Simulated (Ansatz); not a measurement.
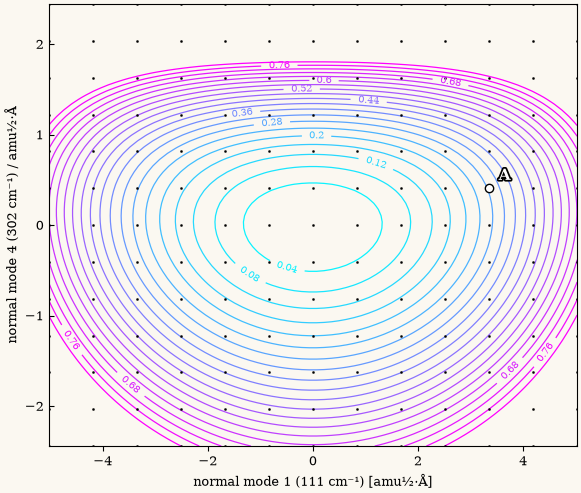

BrCl₂GeH, SMILES [Cl][GeH]([Cl])[Br]. The first coordinate is: normal mode 1 (111 cm⁻¹); the second: normal mode 4 (302 cm⁻¹). Nothing is relaxed (straight displacements along the two mass-weighted modes). The scan uses a 13 × 13 grid. Energies: eV, counted from the lowest grid point. All numbers below come from RKS PBE-D4/def2-SVP in Ansatz 0.2.0.

The picture shows contour lines labelled in eV (none above 0.8), dots at the grid points, the point A. Between grid points the surface is interpolated.

> Is A at rest? If not, where is it pushed?

A, at normal mode 1 (111 cm⁻¹) = 3.35 amu½·Å, normal mode 4 (302 cm⁻¹) = 0.41 amu½·Å, is not a stationary point. The computed force is 0.16 eV for each amu½·Å towards smaller values of normal mode 1 (111 cm⁻¹) and 0.11 eV for each amu½·Å towards smaller values of normal mode 4 (302 cm⁻¹).
